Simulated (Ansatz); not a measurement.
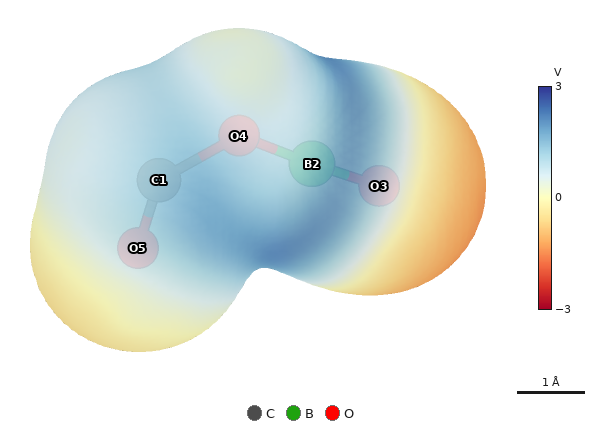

*CBO3 (SMILES O=BO[C]=O) (doublet). The molecular electrostatic potential painted on the density surface at 0.002 e/bohr³, seen at a tilt; the colour scale runs from red (negative) to blue (positive).*

Geometry: BLYP-D3(BJ)/def2-SVP.

All numbers below come from isolated molecule in a Gaussian basis; Kohn-Sham density functional theory, functional PBE0 (Ansatz).

```xyz
5

C     1.2177    1.6152   -1.8270
B     0.9648    0.9391    0.4757
O     0.3368    0.7059    1.4920
O     1.7212    1.1828   -0.6274
O     0.0925    1.8505   -2.1308
```

Describe the electrostatic potential map.

Answer. The most negative region (about −1.5 V) lies over O3, the most positive (about +2.2 V) over B2. O3 is the likeliest acceptor of a hydrogen bond.

How polar is the molecule by this calculation?

Answer. Its dipole moment is 2.46 D.
